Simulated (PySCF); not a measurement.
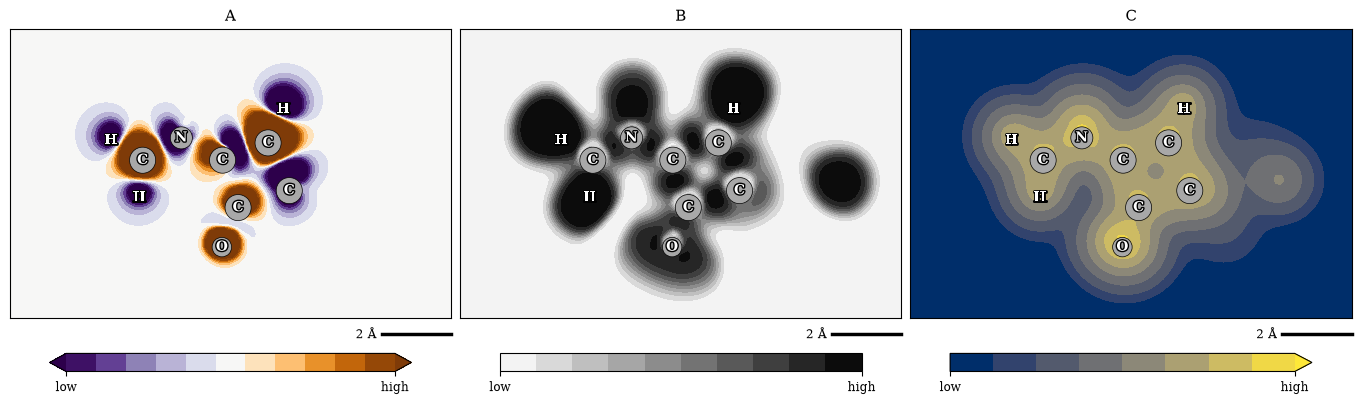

C6H8N2O (charge −1, doublet): 3 fields on the plane of atoms H10, C1 and H11, with unlabelled colour scales. Grey discs cover the atomic cores.

Geometry: GFN2-xTB.

Method: UKS B3LYP, pcH-1 on C H N O, non-relativistic, mean-field spin-orbit, GIAO in PySCF 2.14.0, density-fitted response routines.

Question: Match the panels to the quantities (electron density, electron localisation function and spin density).

Answer: Panel A: spin density (confined to the atoms that carry the unpaired spin). Panel B: electron localisation function. Panel C: electron density. From the grid: C–O (1.23 Å): ρ is about 3.8 e/Å³ halfway; the ELF peaks at about 0.85 between the atoms (a polar covalent bond). C–N (1.29 Å): ρ is about 2.3 e/Å³ halfway; the ELF peaks at about 0.90 between the atoms: localised, covalent bonding.
